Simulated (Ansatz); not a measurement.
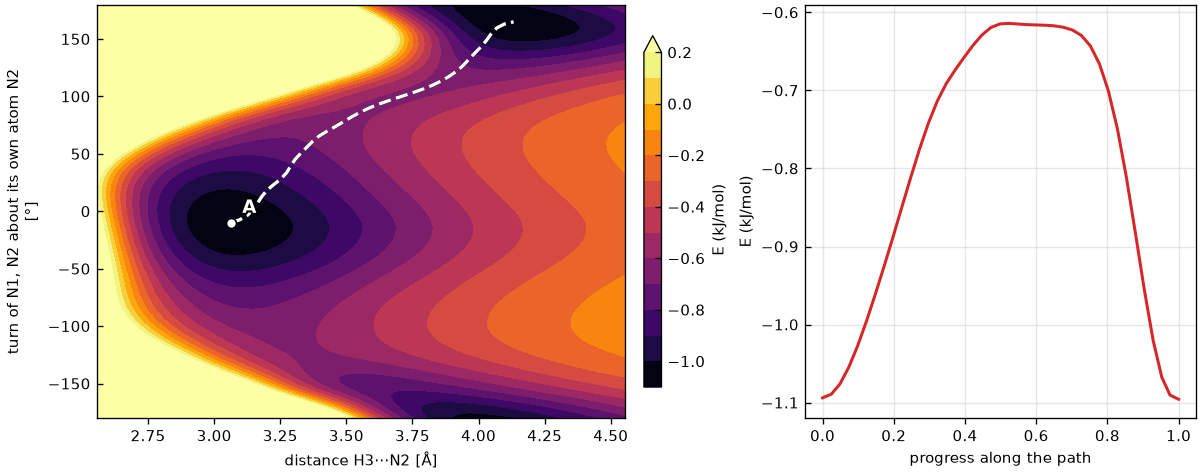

The pair N₂···H₂. 
- The turn is about an axis along (0.92, 0.40, 0.02) in the frame of the relaxed pair, normal to the line between the partners.
- Coordinates scanned: (1) distance H3···N2; (2) turn of N1, N2 about its own atom N2.
- The scan uses a 15 × 15 grid.
- Points are written as (first, second).
- Energies are in kJ/mol, from the two partners far apart, frozen as in the relaxed pair, each in its own basis (no counterpoise correction).
- Method: RKS PBE0-D4/def2-TZVPD (Ansatz 0.2.0).

Drawn: filled contours, a line along the lowest path, one colour for all values above the top of the scale, the energy along the path at the right, the start A. Between grid points the surface is interpolated.

> Describe the path and its barrier.

The easiest path leads from the well at about (3.06 Å, −10°) to a well of about the same depth at about (4.13 Å, 165°). Its highest point lies about 0.48 kJ/mol above the bottom of the first well on the interpolated surface, at about (3.58 Å, 90°). This is the barrier on the constrained surface; relaxing the other coordinates would change it.
